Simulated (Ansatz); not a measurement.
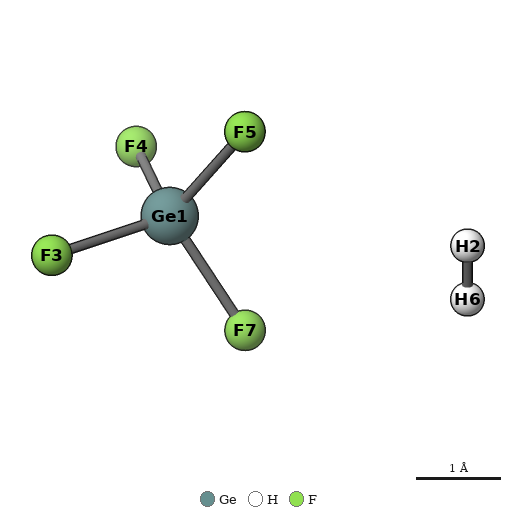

Atoms carry their numbers in the input. The computed structure is the end point of a PBE0-D4/def2-TZVP optimisation. No frequency run is at hand to confirm it as a minimum.

What are the angles F3–Ge1–F4, F3–Ge1–F5, F4–Ge1–F5, F5–Ge1–F7?

```json
{"angle": "F3–Ge1–F4", "degrees": "109.5"}
{"angle": "F3–Ge1–F5", "degrees": "109.4"}
{"angle": "F4–Ge1–F5", "degrees": "109.4"}
{"angle": "F5–Ge1–F7", "degrees": "109.9"}
```
